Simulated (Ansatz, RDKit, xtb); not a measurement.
**Isomers of C4H5FGeS, a sample narrowed down**

Which of a sample of isomers of C4H5FGeS is the most stable in the gas at 298.15 K, and what are its properties? The sample is small against all isomers, and the most stable one of this formula need not be in it.

Plan: many cheap relaxations first (GFN2-xTB), then density-functional screening, relaxation at B3LYP/def2-SVP, vibrations (at GFN2-xTB) and a final energy. The numbers are computed, not measured.

## (1) Possible bonding patterns

Isomers were taken from a list of plausible structures; this is a sample, not all of them. That gives 6 candidates.

```tsv
label	SMILES	spin
c042	Fc1scc[c]1[GeH3]	singlet
c062	Fc1ccs[c]1[GeH3]	singlet
c277	Fc1c[c]([GeH3])cs1	singlet
c493	Fc1csc[c]1[GeH3]	singlet
c625	Fc1cs[c]([GeH3])c1	singlet
c893	Fc1cc[c]([GeH3])s1	singlet
```

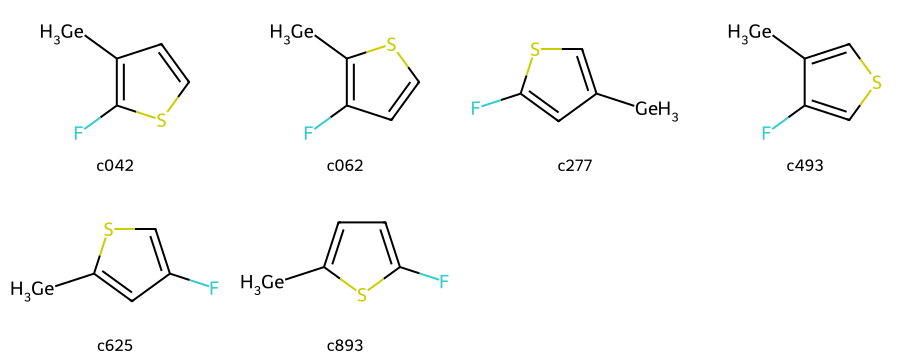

Structural formulas of the candidates.

Candidates are built by distance geometry, with a force field where one applies, in up to four conformers (letters a to d).

## (2) Cheap relaxation of all starts

All 6 starts are relaxed the same way. One of them, c277a (taken from a list of positional isomers, embedded by distance geometry and UFF), in full:

start.xyz

```xyz
12
c277a
C     -0.452704     0.916578    -1.087086
C      0.067224    -0.307071    -0.740497
C      1.243166    -0.181691    -0.040626
C      1.700305     1.149982     0.154629
F     -1.639684     1.134845    -1.813309
Ge     2.255771    -1.652077     0.649585
S      0.545278     2.148626    -0.605956
H     -0.446397    -1.223736    -0.938183
H      1.705926    -1.978132     2.062826
H      3.766709    -1.386160     0.672313
H      1.996148    -2.934748    -0.222741
H      2.625133     1.425796     0.635828
```

Command:

```bash
$ xtb start.xyz --gfn 2 --opt
```

Standard output (excerpt; [...] marks lines left out):

```text
* xtb version 6.7.1
[...]
          :  # basis functions                  45          :
[...]
          :  # electrons                        38          :
[...]
          :  Hamiltonian                  GFN2-xTB          :
[...]
          :  net charge                          0          :
          :  unpaired electrons                  0          :
[...]
   *** convergence criteria satisfied after 13 iterations ***
[...]
   *** GEOMETRY OPTIMIZATION CONVERGED AFTER 22 ITERATIONS ***
[...]
   *** convergence criteria satisfied after 3 iterations ***
[...]
         ::                     SUMMARY                     ::
         :::::::::::::::::::::::::::::::::::::::::::::::::::::
         :: total energy             -20.978171508880 Eh    ::
         :: gradient norm              0.000194580650 Eh/a0 ::
         :: HOMO-LUMO gap              3.850469370665 eV    ::
         ::.................................................::
         :: SCC energy               -21.195158787375 Eh    ::
         :: -> isotropic ES            0.009637704967 Eh    ::
         :: -> anisotropic ES          0.000751387672 Eh    ::
         :: -> anisotropic XC          0.002422834090 Eh    ::
         :: -> dispersion             -0.010242309904 Eh    ::
         :: repulsion energy           0.216987278495 Eh    ::
         :: add. restraining           0.000000000000 Eh    ::
         :: total charge              -0.000000000000 e     ::
         :::::::::::::::::::::::::::::::::::::::::::::::::::::
[...]
        19        2.0000           -0.4034836             -10.9793 (HOMO)
        20                         -0.2619814              -7.1289 (LUMO)
[...]
     #   Z          covCN         q      C6AA      α(0)
     1   6          2.807     0.170    24.327     8.081
     2   6          3.102    -0.071    29.626     8.919
     3   6          3.062    -0.048    29.136     8.852
     4   6          2.963    -0.030    28.740     8.793
     5   9          0.798    -0.203    11.264     3.965
     6  32          3.738     0.089   170.016    23.407
     7  16          2.266    -0.006   141.310    20.007
     8   1          0.926     0.061     2.188     2.313
     9   1          0.939    -0.006     3.163     2.780
    10   1          0.940    -0.008     3.198     2.796
    11   1          0.940    -0.004     3.130     2.766
    12   1          0.926     0.056     2.244     2.342
[...]
     #   Z sym  total        # sym  WBO       # sym  WBO       # sym  WBO
 ---------------------------------------------------------------------------
     1   6      3.854 --     2      1.589     7      1.148     5      0.982
     2   6      3.980 --     1      1.589     3      1.240     8      0.956
     3   6      3.975 --     4      1.618     2      1.240     6      0.880
     4   6      3.941 --     3      1.618     7      1.177    12      0.966
     5   9      1.124 --     1      0.982
     6  32      3.561 --     3      0.880    10      0.868    11      0.865
                             9      0.862
     7  16      2.619 --     4      1.177     1      1.148
     8   1      0.996 --     2      0.956
     9   1      1.000 --     6      0.862
    10   1      1.000 --     6      0.868
    11   1      0.995 --     6      0.865
    12   1      0.997 --     4      0.966
[...]
molecular dipole:
                 x           y           z       tot (Debye)
 q only:        0.748      -0.385       0.446
   full:        0.588      -0.329       0.364       1.947
molecular quadrupole (traceless):
[...]
          | TOTAL ENERGY              -20.978171508880 Eh   |
          | GRADIENT NORM               0.000194580650 Eh/α |
          | HOMO-LUMO GAP               3.850469370665 eV   |
           -------------------------------------------------
[...]
```

Wall time 0.16 s (2 threads of Arm Neoverse V1, shared host).

## (3) What the search left

6 of the 6 relaxations converged. 6 distinct structures remain:

```tsv
label	start	SMILES after	spin	energy (kcal/mol)
c062a	drawn	Fc1ccs[c]1[GeH3]	singlet	0.0
c493a	drawn	Fc1csc[c]1[GeH3]	singlet	0.2
c625a	drawn	Fc1cs[c]([GeH3])c1	singlet	1.9
c042a	drawn	Fc1scc[c]1[GeH3]	singlet	2.9
c893a	drawn	Fc1cc[c]([GeH3])s1	singlet	4.0
c277a	drawn	Fc1c[c]([GeH3])cs1	singlet	4.8
```

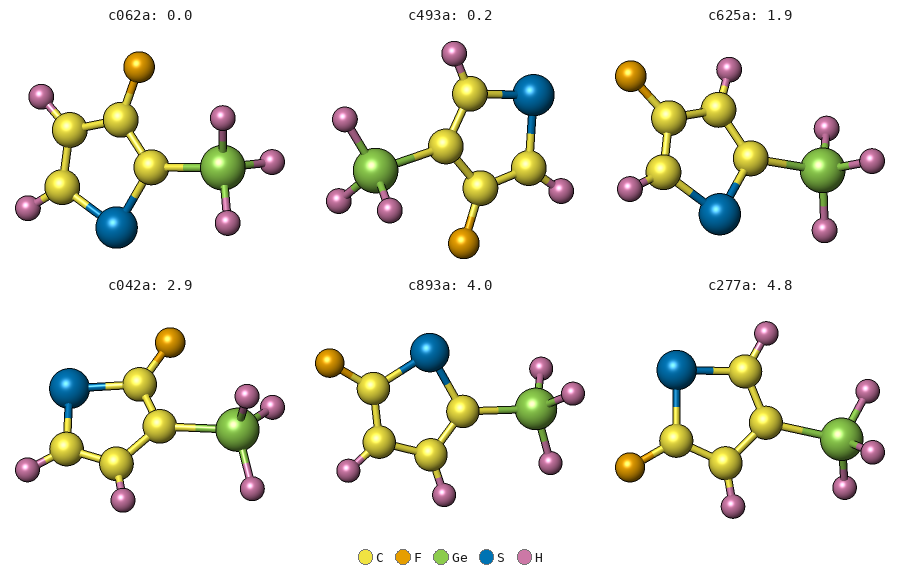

The 6 lowest minima that did not fall apart, with their GFN2-xTB energies in kcal/mol.

## (4) Second filter: single points

A choice of the minima (the low ones first, few conformers of a pattern, up to a cap) and the lowest that fell apart get a single point at r2SCAN-D4/def2-SVP on the tight-binding geometry, and one at HF/STO-3G for comparison. Some singlets are also tried as triplets at the same geometry (label ending in t). The first, c062a:

input.yaml

```yaml
crystal:
  periodic: [false, false, false]
  atoms:
    - symbol: C
      position_ang: [0.292829, 0.034537, -0.559215]
    - symbol: C
      position_ang: [-0.739388, -0.876181, -0.258469]
    - symbol: C
      position_ang: [-0.289383, -1.853029, 0.570661]
    - symbol: C
      position_ang: [1.498261, -0.224606, 0.019473]
    - symbol: F
      position_ang: [0.135971, 1.105182, -1.360486]
    - symbol: Ge
      position_ang: [3.103754, 0.826547, -0.202766]
    - symbol: S
      position_ang: [1.368675, -1.653977, 0.974927]
    - symbol: H
      position_ang: [-1.740638, -0.797910, -0.639493]
    - symbol: H
      position_ang: [-0.832745, -2.683071, 0.974692]
    - symbol: H
      position_ang: [3.862479, 0.343473, -1.393682]
    - symbol: H
      position_ang: [2.714056, 2.246628, -0.404156]
    - symbol: H
      position_ang: [3.946151, 0.672678, 1.015730]
basis:
  gaussian: {orbitals: def2-SVP}
hamiltonian: {xc: r2scan, dispersion: d4}
scf: {lower_state_search: off}
output: {orbitals: {seedname: orbitals}}
```

Command:

```bash
$ ansatz run input.yaml --threads 2 --pin off --max-ram 5220MiB --events-out events.jsonl --progress --plain --runs-dir runs
```

Standard output (excerpt; [...] marks lines left out):

```text
Warning: RAYON_NUM_THREADS=2 ignored (pool sized by the plan → 2); use --threads N
Functional definition: r2SCAN
  name "r2SCAN"
[...]
1626 factors; their error is unknown
[...]
mean field -74279.00166271 eV, -2729.7029629891 hartree, gradient 4.8e-6 eV, S^2 0.000000; 0 other end points of the search recorded, 0 dependent functions left out
reference -74279.00167317 eV, -2729.7029633735 hartree; 43, 43 occupied and 102, 102 virtual orbitals, 1626 factors
Total energy: -74279.09444198 eV, -2729.7063725643 hartree
Checks for a lower state left out: stability, starts, cluster_reference, orbital_swaps, neighbouring_geometries, increment
```

Run time: 4.2 s. Hardware: 2 threads of Arm Neoverse V1, shared host; peak memory 0.2 GiB.

Relative energies in kcal/mol, each column from its lowest structure that stays in one piece:

```tsv
label	SMILES	spin	GFN2-xTB	HF/STO-3G	r2SCAN-D4/def2-SVP
c062a	Fc1ccs[c]1[GeH3]	singlet	0.0	0.0	0.0
c493a	Fc1csc[c]1[GeH3]	singlet	0.2	0.7	1.5
c625a	Fc1cs[c]([GeH3])c1	singlet	1.9	1.4	1.7
c893a	Fc1cc[c]([GeH3])s1	singlet	4.0	0.8	4.8
c042a	Fc1scc[c]1[GeH3]	singlet	2.9	0.2	5.0
c277a	Fc1c[c]([GeH3])cs1	singlet	4.8	1.2	6.3
c062at	Fc1ccs[c]1[GeH3]	triplet	–	–	83.7
c625at	Fc1cs[c]([GeH3])c1	triplet	–	–	85.7
c493at	Fc1csc[c]1[GeH3]	triplet	–	–	88.3
```

## (5) Refinement at B3LYP/def2-SVP

6 candidates are relaxed at B3LYP/def2-SVP (chosen among the lowest in one piece). The first, c062a:

Edit input.yaml of step 4 so:

```diff
@@ -28,5 +28,10 @@
 basis:
-  gaussian: {orbitals: def2-SVP}
-hamiltonian: {xc: r2scan, dispersion: d4}
-scf: {lower_state_search: off}
-output: {orbitals: {seedname: orbitals}}
+  gaussian:
+    orbitals: def2-SVP
+total_charge: 0
+hamiltonian:
+  xc: {name: B3LYP}
+scf:
+  lower_state_search: off
+relax:
+  f_tol: 0.006
```

Command:

```bash
$ ansatz run input.yaml --threads 2 --pin off --max-ram 5220MiB --events-out events.jsonl --progress --plain --runs-dir runs
```

Standard output (excerpt; [...] marks lines left out):

```text
Warning: RAYON_NUM_THREADS=2 ignored (pool sized by the plan → 2); use --threads N
[...]
Functional definition: B3LYP
  name "B3LYP"
[...]
1600 factors; integrals over basis functions are off by at most 3.1e-4 eV
[...]
mean field -74284.98186522 eV, -2729.9227313777 hartree, gradient 4.5e-6 eV, S^2 0.000000; 0 other end points of the search recorded, 0 dependent functions left out
[...]
reference -74284.98213879 eV, -2729.9227414311 hartree; 43, 43 occupied and 102, 102 virtual orbitals, 1600 factors
relax step   1: F+E_penalty+E_count = -74284.98186522 eV  Δ(F+E_penalty+E_count) = +0.000e0 eV  max|allowed force component| = 9.415e-1 eV/Å  Δτ_max = 0.0000 Å  (17 SCF iters, accepted)
[...]
relax step   4: F+E_penalty+E_count = -74285.10098241 eV  Δ(F+E_penalty+E_count) = -1.809e-4 eV  max|allowed force component| = 8.287e-2 eV/Å  Δτ_max = 0.0344 Å  (21 SCF iters, accepted)
[...]
Atom 3 at     1.486321    -0.185040     0.025594 Å, force     0.001576    -0.002704     0.003676 eV/Å
Atom 4 at     0.156112     0.878166    -1.636507 Å, force     0.001087    -0.001733     0.002864 eV/Å
Atom 5 at     3.120420     0.855359    -0.182500 Å, force    -0.000731    -0.000459    -0.000369 eV/Å
Atom 6 at     1.292512    -1.479218     1.172487 Å, force    -0.001187     0.003205    -0.001539 eV/Å
Atom 7 at    -1.716305    -0.942252    -0.795985 Å, force     0.000031     0.000632    -0.000265 eV/Å
Atom 8 at    -0.915032    -2.576854     1.158776 Å, force     0.001471    -0.000424     0.000876 eV/Å
Atom 9 at     3.665472     0.700377    -1.614732 Å, force     0.000206    -0.000487    -0.000921 eV/Å
Atom 10 at     2.838144     2.343215     0.098619 Å, force    -0.000864     0.000457     0.000536 eV/Å
Atom 11 at     4.149928     0.318425     0.829500 Å, force     0.000354    -0.000469     0.000566 eV/Å
Dipole moment:    -0.092584    -0.193547     0.140845 e Å
Checks for a lower state left out: stability, starts, cluster_reference, orbital_swaps, neighbouring_geometries, increment
```

Wall time 77 s (2 threads of Arm Neoverse V1, shared host); peak memory 0.4 GiB.

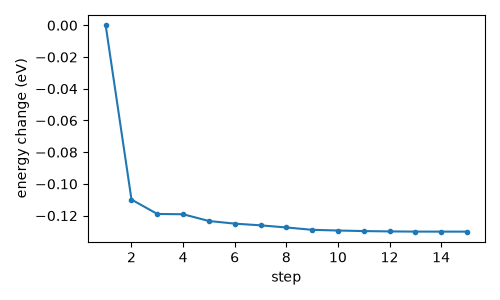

Energy along the run, all evaluated steps.

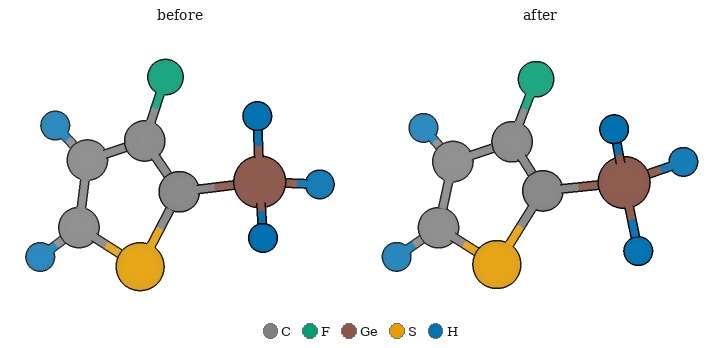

Before and after, at one scale.

After the run. Bond lengths: C1–C2 1.423 Å, C2–C3 1.372 Å, C1–C4 1.375 Å, C1–F5 1.340 Å, C4–Ge6 1.948 Å, C3–S7 1.729 Å, C4–S7 1.740 Å, C2–H8 1.090 Å, C3–H9 1.089 Å, Ge6–H10 1.540 Å, Ge6–H11 1.540 Å, Ge6–H12 1.540 Å. Some angles: C1–C2–C3 110.9°, C2–C1–C4 115.9°, C2–C1–F5 121.7°, C4–C1–F5 122.4°, C2–C3–S7 111.8°, C1–C4–Ge6 127.3°, C1–C4–S7 108.5°, Ge6–C4–S7 124.1°, C3–S7–C4 92.9°, C1–C2–H8 123.7°.

## (6) The relaxed candidates

```tsv
label	spin	r2SCAN-D4/def2-SVP (kcal/mol)	B3LYP/def2-SVP, relaxed (kcal/mol)	time
c062a	singlet	0.0	0.0	77 s
c493a	singlet	1.5	1.1	50 s
c625a	singlet	1.7	1.9	1.7 min
c042a	singlet	5.0	4.9	93 s
c893a	singlet	4.8	5.0	56 s
c277a	singlet	6.3	6.2	78 s
```

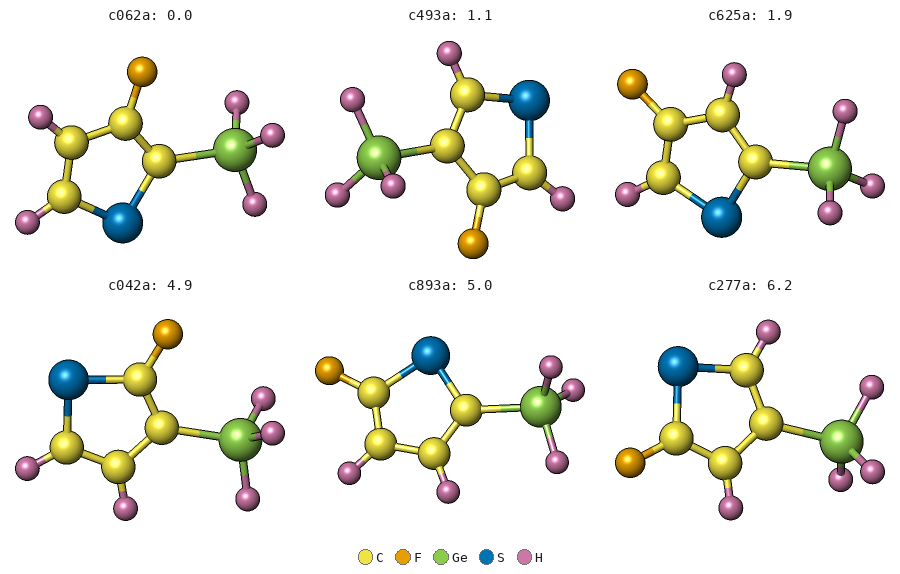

The relaxed structures, with energies at B3LYP/def2-SVP in kcal/mol.

[end of part 1 of 2]
